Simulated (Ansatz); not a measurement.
Consider KH in the NiAs type structure (space group P6_3/mmc, No. 194; a = 3.8546 Å, c = 6.8263 Å; a hypothetical phase, not in the database extracts checked). Axes: x lies along a and z along c of the hexagonal cell.

Perturbation: compressive biaxial strain of 3.17 % in the plane normal to [001], as in epitaxy on a mismatched substrate; the out-of-plane cell vector and the atoms relax.

Calculations: DFT with PBEsol, PAW potentials and a 420 eV plane-wave cutoff in Ansatz (an electronic-structure program), scalar-relativistic without spin-orbit coupling.

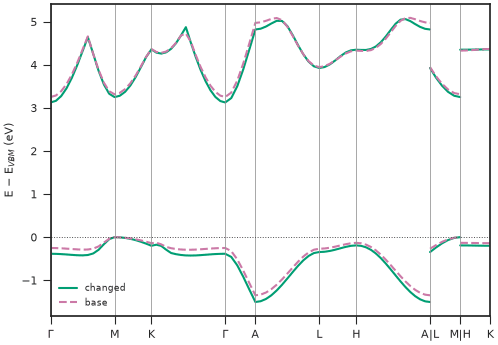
Figure: Highest valence and lowest conduction band along the path, each from its own valence-band maximum

**Question.** Read the changed gap and its character from the plot.

**Answer.** About 3.1 eV, indirect, M → Γ.

No phonon test of stability was made.
